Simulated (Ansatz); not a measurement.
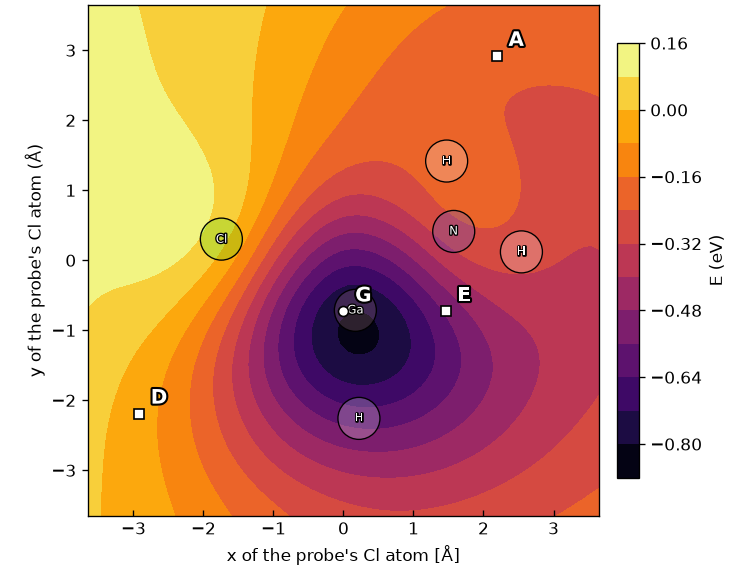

ClGaH₃N (SMILES [NH2][GaH][Cl]) with the probe Cl-. 
- The probe is moved over a plane parallel to the molecule's main plane, 3.10 Å above it.
- Coordinates scanned: (1) x of the probe's Cl atom; (2) y of the probe's Cl atom.
- Nothing is relaxed (molecule and probe rigid).
- The scan uses an 11 × 11 grid.
- Points are written as (first, second).
- Energies: eV, counted from molecule and probe far apart, each relaxed in its own basis (no counterpoise correction).
- All numbers below come from RKS PBE0-D4/def2-SVPD (Ansatz).

In the figure: filled contours, labelled circles for the molecule's atoms, projected on the plane, lettered points. Between grid points the surface is interpolated.

Q: Rank the lettered points by energy, lowest first.

A: G (−0.79 eV), E (−0.55 eV), A (−0.22 eV), D (−0.045 eV).

Q: What kind of point is each of A, D, E, G: minimum, saddle, maximum or slope?

A: A: on a slope; D: on a slope; E: on a slope; G: minimum. (In these two coordinates alone; a stationary point may lie a little off the grid point.)
